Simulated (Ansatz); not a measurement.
**Strength of the C–In bond: In(CH3)2(NH2) → In(CH3)(NH2) + CH3**

Species: In(CH3)2(NH2), singlet; In(CH3)(NH2), doublet; CH3 (methyl radical) `[CH3]`, doublet. 

Shapes, held fixed at every level: PBE0-D4/def2-TZVP. Flexible molecules stand in one conformer, not always the lowest. Programs: Ansatz 0.2.0. Electronic energies: no zero-point or thermal term.

| level | kind | ΔE (kJ/mol) | less CCSD(T)/def2-TZVPP |
| --- | --- | --- | --- |
| MP2/def2-TZVPP | perturbation theory | +297.8 | +15.4 |
| HF/def2-SVP | Hartree–Fock | +171.0 | -111.4 |
| PBE-D4/def2-TZVPP | GGA | +272.0 | -10.4 |
| B3LYP-D4/def2-TZVPP | global hybrid | +258.6 | -23.8 |
| PBE0-D4/def2-TZVPP | global hybrid | +272.5 | -9.9 |
| r2SCAN0-D4/def2-TZVPP | global hybrid | +254.6 | -27.8 |
| B2PLYP/def2-TZVPP | double hybrid | +267.0 | -15.4 |
| CCSD(T)/def2-TZVPP | coupled cluster or CI | +282.4 | 0.0 |

The highest level, CCSD(T)/def2-TZVPP, gives ΔE = +282.4 kJ/mol; the levels span +171.0 to +297.8. The column of differences is taken from that level and isn't an error. Hartree–Fock misses the correlation of the pair that is broken and comes out low. No measured value is set beside it here. Open shells run unrestricted. For atoms past krypton def2 sets carry core potentials with scalar relativity. Outer-core shells of In are correlated in most correlated rows, in sets that cover them unevenly.

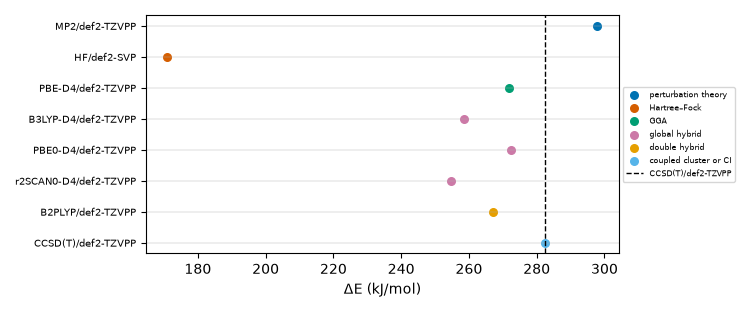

The values of the table, level by level.
